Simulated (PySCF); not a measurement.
H6F2GeSi2, SMILES F[SiH](F)[SiH2][GeH3], singlet at its PBE0/def2-SVP optimised geometry (Å):

```
11

Si    -1.0678    -0.1801     0.0000
F     -1.6085     1.3464     0.0000
F     -1.5417    -0.8388    -1.4061
Si     1.2729    -0.1801     0.0000
Ge     1.9713    -0.3809    -2.2729
H     -1.7725    -0.9079     1.0876
H      1.7608    -1.3464     0.8014
H      1.7725     1.0824     0.6257
H      3.5063    -0.3204    -2.3745
H      1.4819    -1.7241    -2.8388
H      1.3673     0.7657    -3.1010
```

Method: PBE0/def2-TZVP run with PySCF 2.14.0.

Map of the LUMO amplitude (bohr^(-3/2)) on the plane z = 0.6 Å; orbital energy -0.81 eV, overall sign arbitrary:

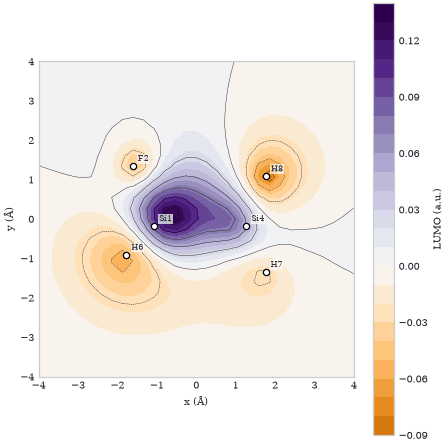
Figure. LUMO amplitude (bohr^(-3/2)) on the plane z = 0.6 Å.
